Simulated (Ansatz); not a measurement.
TaNH4OCl4: several calculations on one system

## 1. Relaxation

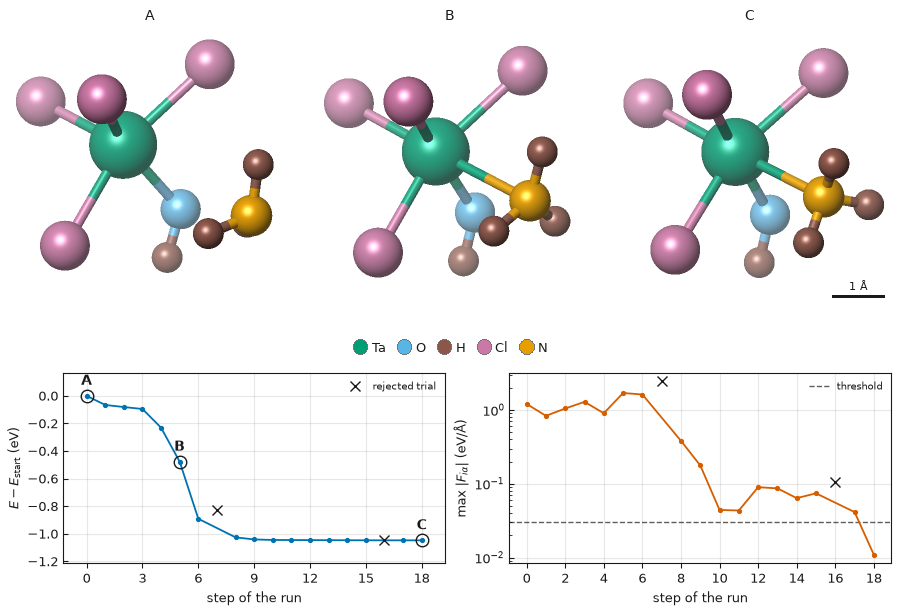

Frames of a relaxation of TaNH$_{4}$OCl$_{4}$, marked on the history of the run. The picture is a ball-and-stick view, seen from a free direction.

The run prepares an end point of a later path (reaction) calculation, from a guessed geometry.

These are results of RKS PBE/def2-SVP (Ansatz 0.2.0), not measurements. Set-up: no spin polarisation; force threshold 0.03 eV/Å; at most 50 steps.

What happens along the run?

The atom that moves furthest after the best rigid fit is the N atom (0.71 Å). Largest moves by element: N 0.71 Å, H 0.59 Å, Cl 0.35 Å, Ta 0.29 Å, O 0.28 Å. Near-neighbour distances that change, for instance: N–Ta 3.353 → 2.371 Å, H–Ta 3.310 → 2.894 Å, H–Ta 3.273 → 2.895 Å, O–Ta 1.983 → 1.916 Å. New bonds form, among them: N–Ta (3.35 → 2.37 Å). Bond angles that change, for instance: O–Ta–Cl 145.3° → 164.3°, Ta–O–H 118.9° → 132.5°, Cl–Ta–Cl 106.5° → 96.0°. Over 16 accepted moves (18 points after the start) the energy falls by 1.047 eV. The largest force component goes from 1.2 to 0.011 eV/Å. The line search rejected the trial steps at points 7, 16 of the run. From step 0 to 5: the N atom moves most (0.54 Å), energy −0.477 eV. From step 5 to 18: an H atom moves most (0.45 Å), energy −0.570 eV.

| step | E − E(0), eV | largest force component, eV/Å | note |
| --- | --- | --- | --- |
| 0 | 0.0000 | 1.2094 |  |
| 1 | -0.0659 | 0.8345 |  |
| 2 | -0.0809 | 1.0491 |  |
| 3 | -0.0951 | 1.2913 |  |
| 4 | -0.2307 | 0.9043 |  |
| 5 | -0.4774 | 1.7022 |  |
| 6 | -0.8907 | 1.6233 |  |
| 7 | -0.8241 | 2.4424 | rejected |
| 8 | -1.0254 | 0.3826 |  |
| 9 | -1.0407 | 0.1775 |  |
| 10 | -1.0443 | 0.0442 |  |
| 11 | -1.0450 | 0.0435 |  |
| 12 | -1.0455 | 0.0901 |  |
| 13 | -1.0460 | 0.0867 |  |
| 14 | -1.0465 | 0.0640 |  |
| 15 | -1.0468 | 0.0743 |  |
| 16 | -1.0465 | 0.1065 | rejected |
| 17 | -1.0471 | 0.0414 |  |
| 18 | -1.0472 | 0.0109 |  |

Limits of the set-up: the start holds two separate molecules, 2.2 Å apart at their closest, whose relative position is a soft coordinate and is computed without a dispersion correction.

## 2. Relaxation

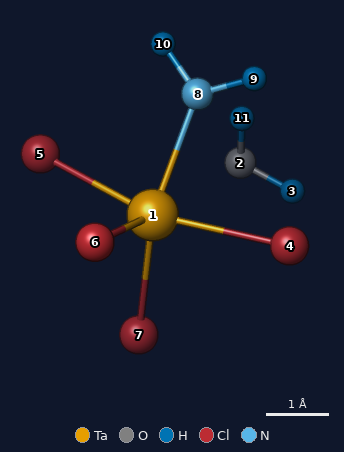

TaNH4OCl4, before the relaxation. The picture is a ball-and-stick view, seen from a free direction.

The run prepares an end point of a later path (reaction) calculation, from a guessed geometry.

The calculation used RKS PBE/def2-SVP (Ansatz 0.2.0).

The input:
```yaml
crystal:
  periodic: [false, false, false]
  atoms:
    - { symbol: Ta, position_ang: [-0.446319, 0.480392, 0.304752] }
    - { symbol: O, position_ang: [2.633258, -0.416438, 0.304755] }
    - { symbol: H, position_ang: [2.629788, -0.921101, 1.140534] }
    - { symbol: Cl, position_ang: [-0.203536, -0.164766, 2.551667] }
    - { symbol: Cl, position_ang: [0.110153, 1.218606, -1.831922] }
    - { symbol: Cl, position_ang: [-2.58649, 1.281389, 0.405122] }
    - { symbol: Cl, position_ang: [-0.627887, -1.736633, -0.392586] }
    - { symbol: "N", position_ang: [0.854877, 2.026805, 0.902486] }
    - { symbol: H, position_ang: [1.097672, 2.215111, 1.880388] }
    - { symbol: H, position_ang: [1.251164, 2.714321, 0.253772] }
    - { symbol: H, position_ang: [2.513919, 0.521914, 0.608633] }
basis:
  gaussian: { orbitals: def2-SVP }
hamiltonian:
  xc: pbe
relax:
  f_tol: 0.03
  max_steps: 50
```

Command:
```bash
ansatz run input.yaml --threads 4 --pin off --max-ram 5120MiB --backend cpu --events-out ev --progress --plain --runs-dir out
```

Where does the relaxation end?

The largest move after the best rigid fit is that of H3, 1.24 Å. Largest moves by element: H 1.24 Å, O 0.52 Å, Cl 0.44 Å, Ta 0.39 Å, N 0.33 Å. Near-neighbour distances that change, for instance: Ta1–O2 3.208 → 2.359 Å, Ta1–H3 3.482 → 2.735 Å, Ta1–H11 2.976 → 2.807 Å, Ta1–N8 2.108 → 1.995 Å. New bonds form, among them: Ta1–O2 (3.21 → 2.36 Å). Among the angles between lasting bonds that change: Cl7–Ta1–N8 146.2° → 161.4°, Cl6–Ta1–Cl7 105.9° → 96.4°, Cl6–Ta1–N8 108.0° → 102.3°. The energy falls by 56.0 kJ/mol in 16 accepted moves (19 points after the start). Largest force component: 1.2 eV/Å at the start, 0.01 eV/Å at the end. The line search rejected the trial steps at points 7, 13, 16 of the run.

Final geometry:

```xyz
11

Ta   -0.0716    0.5506    0.3767
O     2.1569   -0.2243    0.3759
H     2.0426   -1.1582    0.0802
Cl    0.1631    0.0277    2.6878
Cl    0.4267    1.1839   -1.8233
Cl   -2.3357    0.9847    0.3927
Cl   -0.2497   -1.7862   -0.2365
N     0.7017    2.3167    0.8891
H     0.8745    2.6235    1.8532
H     1.0814    2.9948    0.2187
H     2.4367   -0.2936    1.3131
```

The end point in the same view:

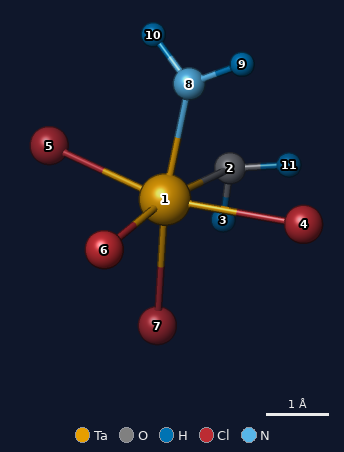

Limits of the set-up: the start holds two separate molecules, 2.3 Å apart at their closest, whose relative position is a soft coordinate and is computed without a dispersion correction.

## 3. Path

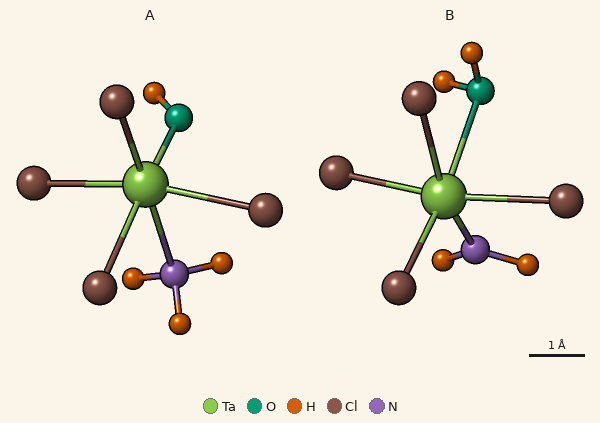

The two relaxed end points of a path for TaNH4OCl4. Style: ball-and-stick. Shown from a free direction.

Level of theory: RKS PBE/def2-SVP (Ansatz).

Run with 7 movable images; climbing image; force threshold 0.03 eV/Å; iteration limit 60.

Start:
```xyz
11

Ta    0.1083    0.0136    0.1932
O     1.8557   -0.7543    0.3557
H     2.3214   -1.1774    1.0987
Cl   -0.0275   -0.3255    2.5660
Cl    0.6615    0.9305   -1.9051
Cl   -1.8145    1.4035    0.4041
Cl   -1.0316   -1.8667   -0.5264
N     1.1725    2.0120    0.8980
H     1.2808    2.0174    1.9226
H     0.5982    2.8294    0.6477
H     2.1018    2.1370    0.4730
```

End:
```xyz
11

Ta   -0.0690    0.5528    0.3652
O     2.1559   -0.2317    0.4057
H     2.0424   -1.1667    0.1131
Cl    0.1249    0.0415    2.6826
Cl    0.4687    1.1719   -1.8297
Cl   -2.3311    0.9965    0.3410
Cl   -0.2470   -1.7866   -0.2384
N     0.7034    2.3183    0.8808
H     0.8614    2.6296    1.8461
H     1.0972    2.9911    0.2133
H     2.4197   -0.2971    1.3479
```

Predict the minimum-energy path and its barrier.

Forward barrier 112.7 kJ/mol, backward barrier 33.2 kJ/mol, with image 5 at the top; the reaction energy is +79.5 kJ/mol. A hydrogen atom shifts from one atom to another. Breaking: N8–H11 (1.03 → 1.41 at the top → 3.16 Å). Forming: O2–H11 (2.90 → 1.15 at the top → 0.98 Å). The band converged in 22 iterations, with a climbing image at the top.

Energies of the converged images:

```
image  path (Å)  E (kJ/mol)
    0      0.00         0.0
    1      0.55         0.4
    2      1.09         2.4
    3      1.64        13.6
    4      2.18        46.9
    5      2.73       112.7
    6      3.45        89.3
    7      4.17        82.8
    8      4.89        79.5
```

The geometry at the top of the path:

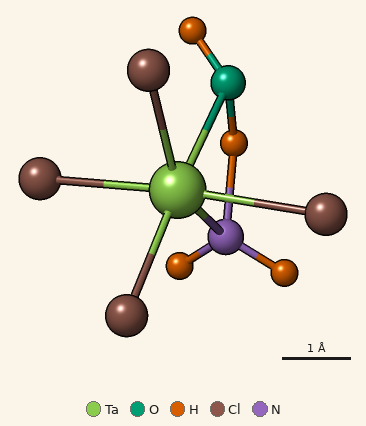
